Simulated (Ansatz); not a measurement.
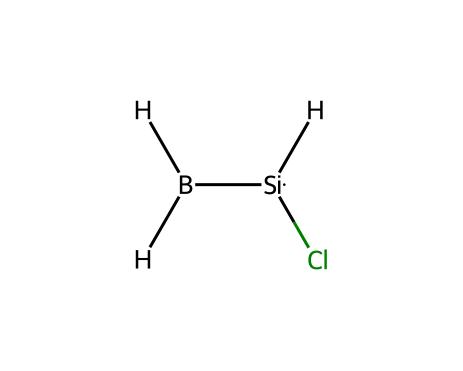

State: neutral, doublet. The computed structure is the end point of a PBE0-D4/def2-TZVP optimisation. No frequency run is at hand to confirm it as a minimum. Method: UKS PBE0-D4/def2-TZVPP (Ansatz 0.2.0).

Computed properties:

The species is BClH₃Si (`B[SiH]Cl`).
- HOMO energy (Kohn–Sham orbital): −6.42 eV
- ⟨S²⟩ of the determinant: 0.755
